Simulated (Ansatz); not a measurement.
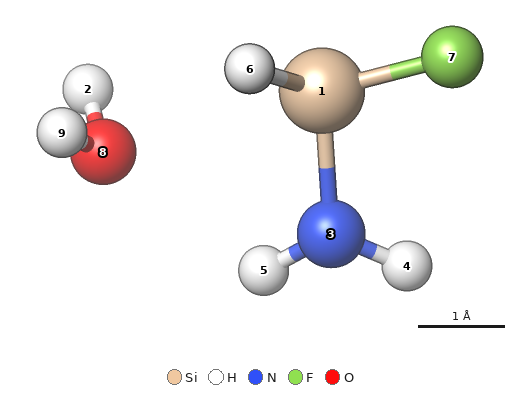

Fig. 1: The starting structure (ball-and-stick view, seen at a tilt; atoms are numbered from 1 in the order of the input). Bond lengths as drawn: F–Si 1.64 Å, H–N 1.01 Å, H–O 0.96 Å, H–Si 1.51 Å and N–Si 1.72 Å.

Nudged elastic band, with input and output: SiNH₅OF (part 1 of 2)

SiNH₅OF, multiplicity 2, computed with UKS PBE0/def2-SVP (Ansatz 0.2.0).

The run did not end well. It belongs to a series of runs on one base structure; here: band between the two ends.

## The program's output
```
Engine: ansatz 0.2.0, aarch64-unknown-linux-gnu
Functional definition: PBE0
  parameter a = 0.25
  parameter kappa = 0.804
  parameter beta = 0.06672455060314922
  exchange = (1 - a)*pbe_x(kappa = kappa, mu = beta*pi^2/3) + a*exact_x
  correlation = pbe_c(beta = beta)
888 factors; integrals over basis functions are off by at most 3.6e-4 eV
mean field evaluation 1: about -14187.9962 eV, gradient 4.8e1 eV
mean field evaluation 2: about -14175.1015 eV, gradient 7.1e1 eV
mean field evaluation 4: about -14196.4384 eV, gradient 4.2e0 eV
mean field evaluation 8: about -14196.5125 eV, gradient 9.5e-2 eV
mean field evaluation 16: about -14196.5126 eV, gradient 3.8e-5 eV
mean field -14196.51256693 eV, -521.7122140927 hartree, gradient 3.8e-5 eV, S^2 0.752285; 0 other end points of the search recorded, 0 dependent functions left out
the calculation of the forces begins
reference -14196.51259253 eV, -521.7122150337 hartree; 22, 21 occupied and 63, 64 virtual orbitals, 888 factors
888 factors; integrals over basis functions are off by at most 6.5e-4 eV
mean field evaluation 32: about -14196.6365 eV, gradient 5.1e-5 eV
mean field -14196.63651808 eV, -521.7167692136 hartree, gradient 5.1e-5 eV, S^2 0.751710; 0 other end points of the search recorded, 0 dependent functions left out
[... from here on the field's lines of each further geometry are left out, up to the last ...]
NEB iter   1: max|band force component| = 7.535e1 eV/Å  barrier→ = 18.2104 eV  barrier← = 18.3344 eV  CI = image 2  Δτ_max = 0.2000 Å  (258 SCF iters)
NEB iter   2: max|band force component| = 1.352e1 eV/Å  barrier→ = 3.4270 eV  barrier← = 3.5510 eV  CI = image 2  Δτ_max = 0.2000 Å  (210 SCF iters)
NEB iter   3: max|band force component| = 9.300e0 eV/Å  barrier→ = 2.2126 eV  barrier← = 2.3366 eV  CI = image 2  Δτ_max = 0.0354 Å  (246 SCF iters)
NEB iter   4: max|band force component| = 7.215e0 eV/Å  barrier→ = 1.5632 eV  barrier← = 1.6871 eV  CI = image 2  Δτ_max = 0.0604 Å  (206 SCF iters)
NEB iter   5: max|band force component| = 4.944e0 eV/Å  barrier→ = 1.1141 eV  barrier← = 1.2381 eV  CI = image 4  Δτ_max = 0.0819 Å  (217 SCF iters)
NEB iter   6: max|band force component| = 3.864e0 eV/Å  barrier→ = 1.0104 eV  barrier← = 1.1344 eV  CI = image 4  Δτ_max = 0.0037 Å  (222 SCF iters)
NEB iter   7: max|band force component| = 3.441e0 eV/Å  barrier→ = 1.0020 eV  barrier← = 1.1259 eV  CI = image 4  Δτ_max = 0.0069 Å  (189 SCF iters)
NEB iter   8: max|band force component| = 2.658e0 eV/Å  barrier→ = 0.9848 eV  barrier← = 1.1087 eV  CI = image 4  Δτ_max = 0.0093 Å  (192 SCF iters)
NEB iter   9: max|band force component| = 2.439e0 eV/Å  barrier→ = 0.9581 eV  barrier← = 1.0820 eV  CI = image 4  Δτ_max = 0.0105 Å  (201 SCF iters)
NEB iter  10: max|band force component| = 2.524e0 eV/Å  barrier→ = 0.9203 eV  barrier← = 1.0443 eV  CI = image 4  Δτ_max = 0.0123 Å  (202 SCF iters)
NEB iter  11: max|band force component| = 2.608e0 eV/Å  barrier→ = 0.8696 eV  barrier← = 0.9935 eV  CI = image 4  Δτ_max = 0.0155 Å  (201 SCF iters)
NEB iter  12: max|band force component| = 2.656e0 eV/Å  barrier→ = 0.8061 eV  barrier← = 0.9300 eV  CI = image 4  Δτ_max = 0.0024 Å  (199 SCF iters)
NEB iter  13: max|band force component| = 2.657e0 eV/Å  barrier→ = 0.7965 eV  barrier← = 0.9204 eV  CI = image 4  Δτ_max = 0.0049 Å  (165 SCF iters)
NEB iter  14: max|band force component| = 2.655e0 eV/Å  barrier→ = 0.7773 eV  barrier← = 0.9013 eV  CI = image 4  Δτ_max = 0.0074 Å  (181 SCF iters)
NEB iter  15: max|band force component| = 2.638e0 eV/Å  barrier→ = 0.7487 eV  barrier← = 0.8727 eV  CI = image 4  Δτ_max = 0.0099 Å  (186 SCF iters)
NEB iter  16: max|band force component| = 2.586e0 eV/Å  barrier→ = 0.7112 eV  barrier← = 0.8352 eV  CI = image 4  Δτ_max = 0.0125 Å  (185 SCF iters)
NEB iter  17: max|band force component| = 2.470e0 eV/Å  barrier→ = 0.6661 eV  barrier← = 0.7901 eV  CI = image 4  Δτ_max = 0.0150 Å  (189 SCF iters)
NEB iter  18: max|band force component| = 2.250e0 eV/Å  barrier→ = 0.6165 eV  barrier← = 0.7404 eV  CI = image 4  Δτ_max = 0.0191 Å  (187 SCF iters)
NEB iter  19: max|band force component| = 1.835e0 eV/Å  barrier→ = 0.5627 eV  barrier← = 0.6867 eV  CI = image 4  Δτ_max = 0.0232 Å  (188 SCF iters)
NEB iter  20: max|band force component| = 1.116e0 eV/Å  barrier→ = 0.5161 eV  barrier← = 0.6400 eV  CI = image 4  Δτ_max = 0.0263 Å  (184 SCF iters)
NEB iter  21: max|band force component| = 1.478e0 eV/Å  barrier→ = 0.4924 eV  barrier← = 0.6163 eV  CI = image 4  Δτ_max = 0.0267 Å  (185 SCF iters)
NEB iter  22: max|band force component| = 2.509e0 eV/Å  barrier→ = 0.4951 eV  barrier← = 0.6190 eV  CI = image 4  Δτ_max = 0.0049 Å  (193 SCF iters)
NEB iter  23: max|band force component| = 2.105e0 eV/Å  barrier→ = 0.4799 eV  barrier← = 0.6038 eV  CI = image 4  Δτ_max = 0.0091 Å  (158 SCF iters)
NEB iter  24: max|band force component| = 1.434e0 eV/Å  barrier→ = 0.4587 eV  barrier← = 0.5827 eV  CI = image 4  Δτ_max = 0.0119 Å  (161 SCF iters)
NEB iter  25: max|band force component| = 6.969e-1 eV/Å  barrier→ = 0.4419 eV  barrier← = 0.5659 eV  CI = image 4  Δτ_max = 0.0129 Å  (173 SCF iters)
NEB iter  26: max|band force component| = 8.327e-1 eV/Å  barrier→ = 0.4334 eV  barrier← = 0.5573 eV  CI = image 4  Δτ_max = 0.0122 Å  (177 SCF iters)
NEB iter  27: max|band force component| = 1.166e0 eV/Å  barrier→ = 0.4298 eV  barrier← = 0.5537 eV  CI = image 4  Δτ_max = 0.0102 Å  (181 SCF iters)
NEB iter  28: max|band force component| = 1.316e0 eV/Å  barrier→ = 0.4257 eV  barrier← = 0.5497 eV  CI = image 4  Δτ_max = 0.0085 Å  (180 SCF iters)
NEB iter  29: max|band force component| = 1.283e0 eV/Å  barrier→ = 0.4165 eV  barrier← = 0.5405 eV  CI = image 4  Δτ_max = 0.0138 Å  (178 SCF iters)
NEB iter  30: max|band force component| = 1.020e0 eV/Å  barrier→ = 0.4002 eV  barrier← = 0.5241 eV  CI = image 4  Δτ_max = 0.0192 Å  (182 SCF iters)
NEB iter  31: max|band force component| = 4.727e-1 eV/Å  barrier→ = 0.3811 eV  barrier← = 0.5050 eV  CI = image 4  Δτ_max = 0.0226 Å  (185 SCF iters)
NEB iter  32: max|band force component| = 7.112e-1 eV/Å  barrier→ = 0.3706 eV  barrier← = 0.4945 eV  CI = image 4  Δτ_max = 0.0200 Å  (186 SCF iters)
NEB iter  33: max|band force component| = 1.005e0 eV/Å  barrier→ = 0.3666 eV  barrier← = 0.4906 eV  CI = image 4  Δτ_max = 0.0053 Å  (188 SCF iters)
NEB iter  34: max|band force component| = 6.218e-1 eV/Å  barrier→ = 0.3574 eV  barrier← = 0.4814 eV  CI = image 4  Δτ_max = 0.0084 Å  (159 SCF iters)
NEB iter  35: max|band force component| = 2.500e-1 eV/Å  barrier→ = 0.3503 eV  barrier← = 0.4743 eV  CI = image 4  Δτ_max = 0.0080 Å  (170 SCF iters)
NEB iter  36: max|band force component| = 6.253e-1 eV/Å  barrier→ = 0.3490 eV  barrier← = 0.4729 eV  CI = image 4  Δτ_max = 0.0034 Å  (171 SCF iters)
NEB iter  37: max|band force component| = 4.644e-1 eV/Å  barrier→ = 0.3453 eV  barrier← = 0.4693 eV  CI = image 4  Δτ_max = 0.0059 Å  (158 SCF iters)
NEB iter  38: max|band force component| = 2.358e-1 eV/Å  barrier→ = 0.3411 eV  barrier← = 0.4651 eV  CI = image 4  Δτ_max = 0.0069 Å  (162 SCF iters)
NEB iter  39: max|band force component| = 4.270e-1 eV/Å  barrier→ = 0.3382 eV  barrier← = 0.4622 eV  CI = image 4  Δτ_max = 0.0063 Å  (174 SCF iters)
NEB iter  40: max|band force component| = 5.566e-1 eV/Å  barrier→ = 0.3345 eV  barrier← = 0.4584 eV  CI = image 4  Δτ_max = 0.0067 Å  (169 SCF iters)
NEB iter  41: max|band force component| = 4.570e-1 eV/Å  barrier→ = 0.3279 eV  barrier← = 0.4518 eV  CI = image 4  Δτ_max = 0.0084 Å  (173 SCF iters)
NEB iter  42: max|band force component| = 2.109e-1 eV/Å  barrier→ = 0.3206 eV  barrier← = 0.4446 eV  CI = image 4  Δτ_max = 0.0104 Å  (177 SCF iters)
NEB iter  43: max|band force component| = 4.520e-1 eV/Å  barrier→ = 0.3142 eV  barrier← = 0.4381 eV  CI = image 4  Δτ_max = 0.0129 Å  (175 SCF iters)
the calculation of the forces begins
reference -14196.42550094 eV, -521.7090144769 hartree; 22, 21 occupied and 63, 64 virtual orbitals, 888 factors
these checks for a lower state are left out or cut short: starts, cluster_reference, orbital_swaps, neighbouring_geometries, increment
888 factors; integrals over basis functions are off by at most 4.7e-4 eV
mean field evaluation 1824: about -14196.5696 eV, gradient 1.9e-1 eV
mean field -14196.56977442 eV, -521.7143164294 hartree, gradient 9.7e-6 eV, S^2 0.751873; 0 other end points of the search recorded, 0 dependent functions left out
the calculation of the forces begins
reference -14196.56979935 eV, -521.7143173453 hartree; 22, 21 occupied and 63, 64 virtual orbitals, 888 factors
NEB iter  44: max|band force component| = 4.892e-1 eV/Å  barrier→ = 0.3059 eV  barrier← = 0.4299 eV  CI = image 4  Δτ_max = 0.0176 Å  (181 SCF iters)
```

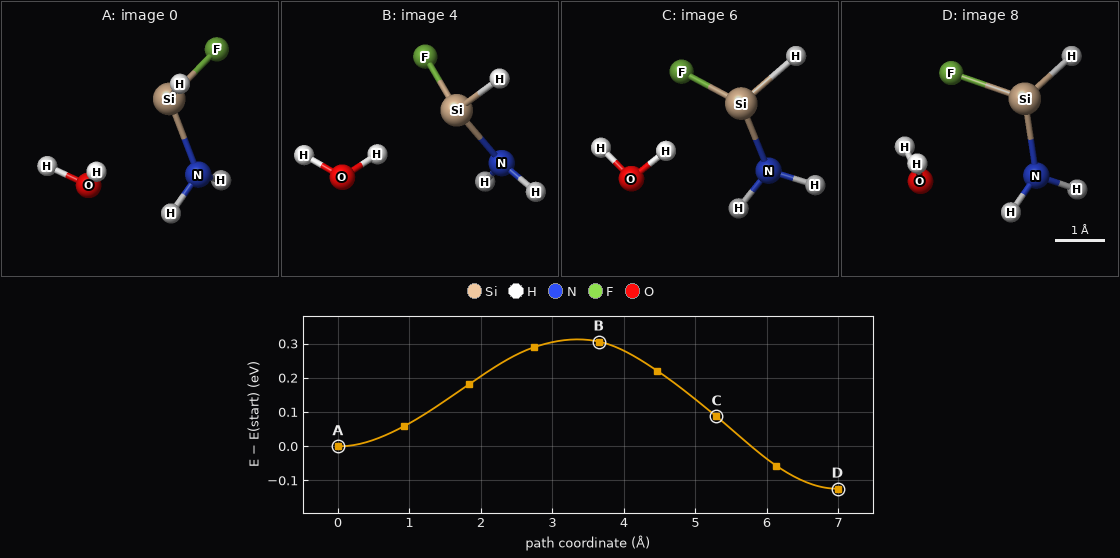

Fig. 2: Images of the last band (counted from 0; ball-and-stick, seen at a tilt) above the energy along the path; the line is a cubic interpolation that uses the forces. The highest image is number 4, 0.306 eV above the start and 0.430 eV above the end (the climbing image); the end lies 0.124 eV below the start. The path is 6.99 Å long. The band had not converged after 44 iterations.

```
Unfinished report: {"positions_ang":[[0.025957641050086265,0.037944938589101945,-0.060497547413827235],[0.03895402040969186,-0.11195344502301008,2.0760548949376165],[1.5831494715076446,0.08796531654763022,-0.7710522611801798],[2.169779376815426,-0.7370036171676254,-0.8347260151626275],[2.125436978462643,0.9448284338089507,-0.7927855351134854],[-0.7234651550938589,1.2823617196855508,-0.4288635029209145],[-0.7425601935730205,-1.2889776148397916,-0.6135261765458221],[0.10011546974054235,-0.15404543544532986,3.062936982339023],[-0.3800676093191552,-0.9682202961554764,3.262658161060218]],"unchecked":["starts","cluster_reference","orbital_swaps","neighbouring_geometries","increment"],"mean_field":{"relativity":"none","state":{"energy":{"ev":-14196.20668379239,"hartree":-521.7009730948733},"converged":true,"gradient_ev":0.000027080730342948375,"stability":{"kind":"minimum","curvature_ev":13.81266532746647},"curvature_floor_ev":0.00030000000000000003,"spin_squared":0.7527367304548775},"others":[],"fillings":{"estimated":0,"unestimated":0,"tried":0,"untried":0,"excluded_magnetic_sites":0},"n_dropped_functions":0,"n_trapped_functions":0,"passes":{"evaluations":3,"products":23},"factors":{"origin":"Cholesky decomposition","count":888,"bound_ev":0.0007831082605995648},"gradient_stop_ev":0.00009,"reference_kind":"stationary","functional":{"name":"PBE0","citations":["Adamo & Barone, J. Chem. Phys. 110, 6158 (1999) doi:10.1063/1.478522","Perdew, Burke & Ernzerhof, Phys. Rev. Lett. 77, 3865 (1996) doi:10.1103/PhysRevLett.77.3865"],"text":"name \"PBE0\"\ncite \"Adamo & Barone, J. Chem. Phys. 110, 6158 (1999) doi:10.1063/1.478522\"\ncite \"Perdew, Burke & Ernzerhof, Phys. Rev. Lett. 77, 3865 (1996) doi:10.1103/PhysRevLett.77.3865\"\nparent pbe\nparameter a = 0.25\nparameter kappa = 0.804\nparameter beta = 0.06672455060314922\nexchange = (1 - a)*pbe_x(kappa = kappa, mu = beta*pi^2/3) + a*exact_x\ncorrelation = pbe_c(beta = beta)\n","parameters":{"a":{"value":0.25,"default":0.25},"beta":{"value":0.06672455060314922,"default":0.06672455060314922},"kappa":{"value":0.804,"default":0.804}},"final_grid":{"core_spheres":13.0,"valence_spheres":11.0,"degree":36.0},"final_grid_parameter_source":"default","radial_points_factor":1.0,"radial_grid_error_ev":3.235511906987185e-7,"grid_sensitivity":"normal","grid_sensitivity_ratio":0.001870803151768979},"unsmoothed_excess_ev":-0.000024826599696850493,"symmetry":{"irreps":["A"],"axes":[[0.9999724141081008,-0.0014143441797515321,0.0072918209905265],[0.001476276508057093,0.9999628269138703,-0.008495021959519409],[-0.00727953504617147,0.008505552360791225,0.9999373300105108]],"occupied":[{"A":22},{"A":21}]},"held":{"pivots":888,"left_out":0,"joined":0},"density_repulsion":{"missed_ev":0.00002006205063043201,"excess_ev":0.0,"most_excess_ev":0.0001161,"are_drawn_again":false,"n_first_factors":888,"energy_change_ev":0.0,"n_dropped_ends":0}},"factors":{"origin":"Cholesky decomposition","count":888,"bound_ev":0.0007831082605995648},"n_frozen":0,"n_occupied":[22,21],"n_virtual":[63,64],"reference":{"ev":-14196.20668379239,"hartree":-521.7009730948733},"total":{"ev":-14196.20668379239,"hartree":-521.7009730948733},"forces_ev_per_angstrom":[[-0.004564641066790264,-0.006810967337246624,-0.0870776673405932],[0.04859261407669127,0.03189456501381733,0.4915861817195866],[-0.010009747893860386,0.002314320268743315,-0.16315578417900792],[0.008457152617902218,0.011148685795357792,0.05402735494293661],[-0.012591591604499925,-0.0069292337431377735,-0.0020445114729064793],[0.007029353722108226,0.012144966080836738,-0.09847636294863289],[-0.0023741639850859636,0.007271284112893019,-0.10586892549177992],[-0.07293759369231113,-0.12056672711293326,-0.089613614725363],[0.038398617823660115,0.06953310692615224,0.0006233294989104185]],"charge_distribution":{"dipole_moment_e_ang":[0.3298816953115279,0.0017277013462614855,-0.33430354660959327],"mulliken_charges_e":[0.571350158132077,0.10602935129085922,-0.39163683171739017,0.15539052460874814,0.15696516962600093,-0.08395678300044351,-0.3518168319928776,-0.3122599402763768,0.14993518332942168],"lowdin_charges_e":[0.2170820144910337,-0.16025732437880746,0.021996725987865062,0.0165172819313697,0.01959197865356832,-0.09079018868689137,-0.05294601605554483,0.06135175703553486,-0.032546228978092895]},"n_threads":2,"memory_gib":2.556818182580173,"seconds":{"hamiltonian":2.199909164,"orbitals":0.0,"second_order":0.0,"solver_start":0.0,"cycles":0.0,"cycle":0.0,"perturbative":0.0,"full_ci_increment":0.0,"forces":0.0}}
this run last wrote the band of iteration 44 to [file]
Error: NEB band did not converge after 44 iterations: max|band force component| = 4.89e-1 eV/Å (threshold 5.0e-2); raise `neb.max_iterations` in a new run, which can start from the last band evaluated (`neb.initial_path`, with `crystal.atoms` and `neb.final_atoms` set to its first and last images), add images, or start from endpoints closer to local minima. Where this run's directory can be resumed (`checkpoint.write`), a resume goes on for up to `neb.max_iterations` more; to start a new run from the last band, take its images' positions from the `neb_iteration` event of iteration 44 (`data.images[].positions_ang`), in the event stream of the run that computed that iteration (not this run's, if it was resumed behind it). With `checkpoint.write`, `steps/00-neb/state/checkpoint.json` in the run directory holds the last saved band, under `neb.evaluated.images[].positions_ang` (a band under a hybrid functional on support functions is neither saved nor resumed: `neb.initial_path` says where its path is): check the last entry of `neb.iterations` there, which is earlier than 44 if that iteration was not saved or its write failed. If the band's step has no `state` directory and holds `state.next`, a write was cut short, and the file is under `state.next` instead (behind a loss of power it can be under `state.prev`)
this run wrote the band of iteration 44 to [file] as well, whether or not its events were kept: a new run's `neb.initial_path` can list its `images[].positions_ang`
a run's events are kept only if it was started with --events-out <file>, and are in that file
```
